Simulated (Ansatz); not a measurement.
# BrFH4Si: molecular dynamics, part 1 of 2

Aim: let a guess near a reaction's saddle point go and see which way it falls. Runs: 150 steps of 0.5 fs at constant energy, with velocities drawn for 1000 K; 150 steps of 0.5 fs at constant energy, with velocities drawn for 300 K. Reaction type: exchange4.

Program: Ansatz 0.2.0. Level of theory: UKS PBE-D4/def2-SVP. These are calculated values, not measurements.

## Step 1: The structure to begin with

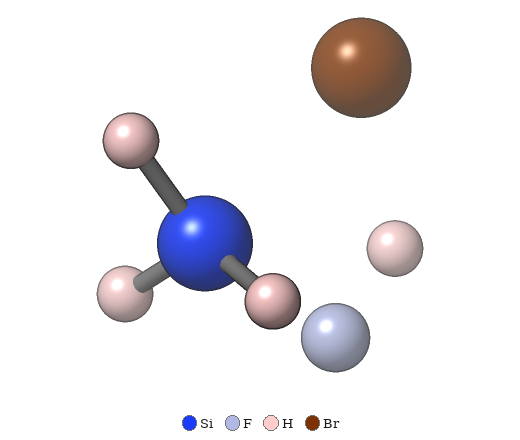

The starting structure, seen from a chosen angle (silicon blue, fluorine light blue, hydrogen pink, bromine brown).

As a file:

```xyz
7

Si   -0.6886   -0.2308    0.0431
F     1.1806   -0.7595    0.5407
H    -0.5400   -1.3930   -0.8115
H    -0.7837   -0.0673    1.4807
H    -1.8363    0.5066   -0.5096
H     1.7450    0.1950    0.0918
Br    0.9230    1.7489   -0.8352
```

## Step 2: Run 1

150 steps of 0.5 fs at constant energy, with velocities drawn for 1000 K.

Input file input.yaml:

```yaml
crystal:
  periodic: [false, false, false]
  atoms:
    - { symbol: Si, position_ang: [-0.6886, -0.2308, 0.0431] }
    - { symbol: F, position_ang: [1.1806, -0.7595, 0.5407] }
    - { symbol: H, position_ang: [-0.54, -1.393, -0.8115] }
    - { symbol: H, position_ang: [-0.7837, -0.0673, 1.4807] }
    - { symbol: H, position_ang: [-1.8363, 0.5066, -0.5096] }
    - { symbol: H, position_ang: [1.745, 0.195, 0.0918] }
    - { symbol: Br, position_ang: [0.923, 1.7489, -0.8352] }
magnetization:
  spin_polarized: true
basis:
  gaussian: { orbitals: def2-SVP }
hamiltonian:
  xc: pbe
  dispersion: d4
md:
  timestep: 0.5
  n_steps: 150
  ensemble: nve
  temperature: 1000.0
  initial_velocities: maxwell_boltzmann
  seed: 425945
```

Command:

```bash
$ ansatz run input.yaml --threads 2 --pin off --max-ram 3072MiB --backend cpu --events-out ev --progress --plain --runs-dir out
```

The program printed, shortened:

```text
Warning: RAYON_NUM_THREADS=2 ignored (pool sized by the plan → 2); use --threads N
[...]
Functional definition: PBE
[...]
921 factors; their error is unknown
[...]
mean field -80674.86903644 eV, -2964.7467536990 hartree, gradient 5.5e-5 eV, S^2 0.000000; 0 other end points of the search recorded, 0 dependent functions left out
[...]
reference -80674.86906653 eV, -2964.7467548048 hartree; 31, 31 occupied and 53, 53 virtual orbitals, 921 factors
md step     0: t =     0.00 fs  T =  1000.0 K  F+E_penalty+E_count = -80674.99154979 eV  E_kin = 0.646300 eV  conserved = -80674.34524979 eV  (27 SCF iters)
[...]
md step    18: t =     9.00 fs  T =  1278.9 K  F+E_penalty+E_count = -80675.17480462 eV  E_kin = 0.826546 eV  conserved = -80674.34825882 eV  (29 SCF iters, 3 dispersion substeps)
[...]
md step    36: t =    18.00 fs  T =   557.5 K  F+E_penalty+E_count = -80674.70578368 eV  E_kin = 0.360328 eV  conserved = -80674.34545600 eV  (28 SCF iters, 3 dispersion substeps)
[...]
md step    54: t =    27.00 fs  T =  1136.2 K  F+E_penalty+E_count = -80675.07969471 eV  E_kin = 0.734330 eV  conserved = -80674.34536485 eV  (29 SCF iters, 3 dispersion substeps)
[...]
md step    70: t =    35.00 fs  T =  1633.2 K  F+E_penalty+E_count = -80675.40225614 eV  E_kin = 1.055518 eV  conserved = -80674.34673815 eV  (28 SCF iters, 3 dispersion substeps)
md step    71: t =    35.50 fs  T =  1706.2 K  F+E_penalty+E_count = -80675.45077641 eV  E_kin = 1.102714 eV  conserved = -80674.34806271 eV  (28 SCF iters, 3 dispersion substeps)
```

## Step 3: The output, continued: dynamics from the start

The log, continued, shortened:

```text
md step    72: t =    36.00 fs  T =  1738.4 K  F+E_penalty+E_count = -80675.47276667 eV  E_kin = 1.123511 eV  conserved = -80674.34925592 eV  (28 SCF iters, 3 dispersion substeps)
[...]
md step    91: t =    45.50 fs  T =  2171.6 K  F+E_penalty+E_count = -80675.75388819 eV  E_kin = 1.403487 eV  conserved = -80674.35040072 eV  (27 SCF iters, 3 dispersion substeps)
[...]
md step   110: t =    55.00 fs  T =  2018.8 K  F+E_penalty+E_count = -80675.65046467 eV  E_kin = 1.304763 eV  conserved = -80674.34570125 eV  (30 SCF iters, 3 dispersion substeps)
[...]
md step   129: t =    64.50 fs  T =  2471.5 K  F+E_penalty+E_count = -80675.93989947 eV  E_kin = 1.597312 eV  conserved = -80674.34258794 eV  (27 SCF iters, 3 dispersion substeps)
[...]
md step   150: t =    75.00 fs  T =  2531.3 K  F+E_penalty+E_count = -80675.98498649 eV  E_kin = 1.635996 eV  conserved = -80674.34899031 eV  (26 SCF iters, 3 dispersion substeps)
Total energy: -80675.98501483 eV, -2964.7877651483 hartree
Atom 0 at    -1.051177     0.301015    -0.299150 Å, force     0.994813     0.750983    -1.110547 eV/Å
Atom 1 at     2.193079    -0.835269     0.706096 Å, force     0.219324    -1.417278     1.021810 eV/Å
Atom 2 at    -0.846549    -1.075198    -0.908635 Å, force    -0.226271     0.296699     0.416524 eV/Å
Atom 3 at    -1.232234     0.562777     1.117346 Å, force    -0.214829    -0.483074     0.908458 eV/Å
Atom 4 at    -1.945960     1.229603    -1.034586 Å, force    -0.635641    -0.346727    -0.200883 eV/Å
Atom 5 at     1.996637    -0.132613     0.155536 Å, force    -0.269861     1.355392    -0.967361 eV/Å
Atom 6 at     0.817442     1.563045    -0.742602 Å, force     0.132466    -0.155995    -0.067999 eV/Å
Dipole moment:    -0.574474     0.038051    -0.151169 e Å
```

Run time: 7.8 min. Hardware: 2 threads of Arm Neoverse N1, shared host; peak memory 0.14 GiB.

## Step 4: The trajectory

The trajectory, every 8 steps (energies from step 0):

| time (fs) | T (K) | potential energy change (meV/atom) | total energy change (meV/atom) | Si1–Br7 (Å) | H6–F2 (Å) | Si1–F2 (Å) |
| --- | --- | --- | --- | --- | --- | --- |
| 0.0 | 1000 | 0.0 | 0.00 | 2.70 | 1.20 | 2.01 |
| 4.0 | 1504 | -47.1 | -0.53 | 2.64 | 1.02 | 1.93 |
| 8.0 | 1193 | -18.3 | -0.50 | 2.57 | 0.94 | 1.88 |
| 12.0 | 940 | 5.5 | -0.06 | 2.51 | 1.21 | 1.86 |
| 16.0 | 567 | 40.0 | -0.03 | 2.45 | 1.29 | 1.86 |
| 20.0 | 691 | 28.4 | -0.13 | 2.40 | 1.22 | 1.86 |
| 24.0 | 805 | 18.0 | -0.07 | 2.37 | 1.05 | 1.88 |
| 28.0 | 1372 | -34.5 | -0.18 | 2.36 | 0.96 | 1.93 |
| 32.0 | 1465 | -43.0 | -0.04 | 2.35 | 1.08 | 2.01 |
| 36.0 | 1738 | -68.7 | -0.57 | 2.35 | 0.96 | 2.11 |
| 40.0 | 1767 | -71.3 | -0.53 | 2.34 | 0.95 | 2.22 |
| 44.0 | 2010 | -93.4 | -0.22 | 2.34 | 1.00 | 2.35 |
| 48.0 | 2099 | -101.8 | -0.41 | 2.33 | 0.89 | 2.50 |
| 52.0 | 2004 | -92.7 | 0.04 | 2.32 | 1.03 | 2.65 |
| 56.0 | 1986 | -90.7 | 0.36 | 2.32 | 0.86 | 2.82 |
| 60.0 | 2324 | -122.1 | 0.07 | 2.32 | 1.04 | 2.98 |
| 64.0 | 2507 | -139.0 | 0.13 | 2.32 | 0.87 | 3.14 |
| 68.0 | 2449 | -133.9 | -0.06 | 2.32 | 1.03 | 3.30 |
| 72.0 | 2498 | -138.9 | -0.56 | 2.31 | 0.93 | 3.46 |
| 75.0 | 2531 | -141.9 | -0.53 | 2.30 | 0.91 | 3.58 |

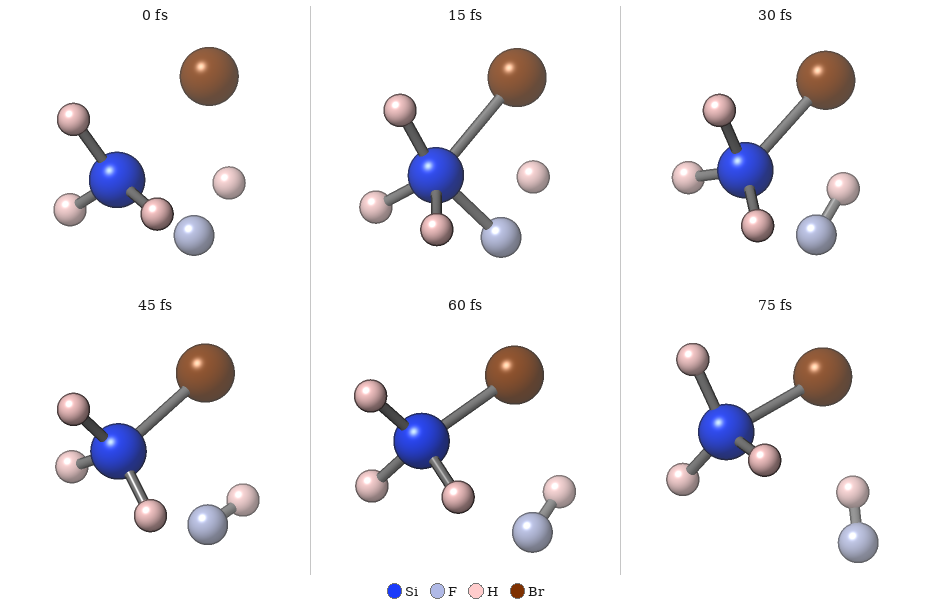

Six frames of the run, seen from a chosen angle. Sticks join atoms within a bonding distance in each frame.

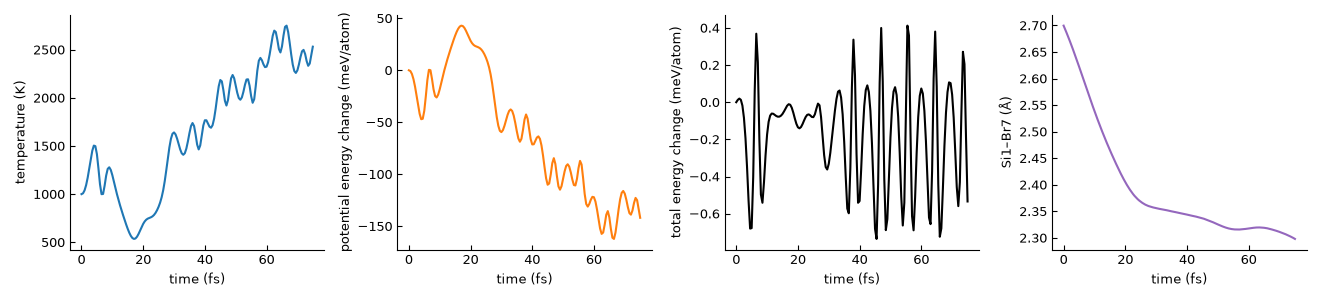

Time series of the run, each on its own scale.

Bonds that form or break, judged by distance (formed within 1.15 times the sum of covalent radii and held on average over 12 fs, broken when stretched by half; pairs already stretched at the start don't count as bonds):

| time (fs) | bond | event |
| --- | --- | --- |
| 8.0 | Si1–Br7 | forms |
| 9.0 | Si1–F2 | forms |
| 26.0 | F2–H6 | forms |
| 48.5 | Si1–F2 | breaks |

## Step 5: Snapshots as a file

Positions (Å) and forces (eV/Å):

```xyz
7
time_fs=9.5 T=1251 dE=-0.1644
Si   -0.567   -0.161    0.032   -2.540   -0.605   -1.055
F     1.120   -0.779    0.552    2.026    0.798   -0.075
H    -0.639   -1.487   -0.872    0.075    1.203    0.715
H    -1.012   -0.441    1.503    0.338    0.362   -0.779
H    -1.685    0.706   -0.564    0.144   -0.313    0.339
H     1.598    0.058    0.128   -0.282   -0.370    0.171
Br    0.899    1.734   -0.833    0.240   -1.075    0.683
7
time_fs=19.0 T=622 dE=0.2438
Si   -0.504   -0.093    0.001   -2.777   -0.464    0.828
F     1.124   -0.790    0.571    1.130    1.918   -0.768
H    -0.707   -1.243   -0.826    0.108   -0.886   -1.345
H    -1.121   -0.631    1.274    0.302    0.500    0.368
H    -1.602    0.841   -0.453   -0.124    0.000    0.147
H     1.489    0.259   -0.009    0.108   -0.676    0.424
Br    0.878    1.708   -0.824    1.252   -0.392    0.347
7
time_fs=28.0 T=1372 dE=-0.2417
Si   -0.526   -0.054   -0.029   -2.866    0.046   -1.457
F     1.181   -0.735    0.566    0.708   -1.475    0.845
H    -0.619   -1.077   -1.214    0.163    0.540    0.968
H    -0.997   -0.488    1.318    0.280   -0.251    0.314
H    -1.634    0.933   -0.268   -0.409   -0.123   -0.186
H     1.513    0.047    0.113    1.402    1.192   -0.620
Br    0.870    1.679   -0.812    0.721    0.071    0.135
7
time_fs=37.5 T=1514 dE=-0.3318
Si   -0.632   -0.005   -0.077   -0.768    1.409    0.114
F     1.302   -0.683    0.564   -1.651   -3.792    1.929
H    -0.421   -0.827   -1.340   -0.465   -0.377    0.731
H    -0.637   -0.425    1.430   -0.374    0.038   -1.029
H    -1.907    0.872   -0.178    0.353   -0.606   -0.190
H     1.933   -0.147    0.263    3.017    2.817   -1.655
Br    0.869    1.649   -0.797   -0.113    0.510    0.100
7
time_fs=47.0 T=1920 dE=-0.5919
Si   -0.753    0.079   -0.129    0.490    0.756   -0.680
F     1.486   -0.674    0.577   -3.371   -3.808    2.273
H    -0.562   -0.957   -1.119    0.027   -0.798   -0.672
H    -0.556   -0.443    1.198   -0.194   -0.053    1.096
H    -2.138    0.570   -0.273   -0.336    0.567   -0.114
H     2.170   -0.231    0.297    4.264    2.941   -1.901
Br    0.869    1.623   -0.782   -0.880    0.394   -0.002
7
time_fs=56.0 T=1986 dE=-0.6348
Si   -0.859    0.162   -0.193    0.046   -2.106    0.110
F     1.699   -0.706    0.610   -3.225   -3.687    2.655
H    -0.780   -1.257   -0.938    0.196    1.401    0.247
H    -0.705   -0.315    1.259   -0.097    0.685   -0.437
H    -2.314    0.572   -0.443    0.656    0.496   -0.030
H     2.288   -0.203    0.230    3.474    3.131   -2.366
Br    0.861    1.603   -0.767   -1.050    0.079   -0.180
7
time_fs=65.5 T=2648 dE=-1.0683
Si   -0.962    0.215   -0.255    0.333    2.152    1.289
F     1.942   -0.766    0.658   -0.951   -2.514    1.931
H    -0.836   -1.079   -0.850    0.148   -1.155   -0.576
H    -0.944    0.250    1.270   -0.084   -0.314   -0.471
H    -2.185    0.996   -0.698    0.219   -0.289   -0.107
H     2.257   -0.123    0.127    0.878    2.224   -1.770
Br    0.842    1.584   -0.753   -0.542   -0.104   -0.296
7
time_fs=75.0 T=2531 dE=-0.9934
Si   -1.051    0.301   -0.299    0.995    0.751   -1.111
F     2.193   -0.835    0.706    0.219   -1.417    1.022
H    -0.847   -1.075   -0.909   -0.226    0.297    0.416
H    -1.232    0.563    1.117   -0.215   -0.483    0.908
H    -1.946    1.230   -1.035   -0.636   -0.347   -0.201
H     1.997   -0.133    0.155   -0.270    1.355   -0.967
Br    0.817    1.563   -0.743    0.133   -0.156   -0.068
```

Reading of run 1. At the last frame the bonds meant to form are there and those meant to break are gone: it fell to the products. The temperature starts at 1000 K and averages 2200 K in the second half, where it ranges from 1464 to 2750 K; the start was no minimum (force components up to 1.9 eV/Å), and the potential energy that it sheds (111 meV/atom) turns into motion, which in so few atoms is no thermal temperature. The total energy strays from its start by at most 0.74 meV/atom, 0.5 % of the mean kinetic energy, which is good for a step of 0.5 fs. Bonds change: the first event comes at 8.0 fs (Si1–Br7 forms). By that distance rule the pieces at the end are BrH3Si + FH; a long dative bond can count as broken.

(Continued in part 2 of 2.)
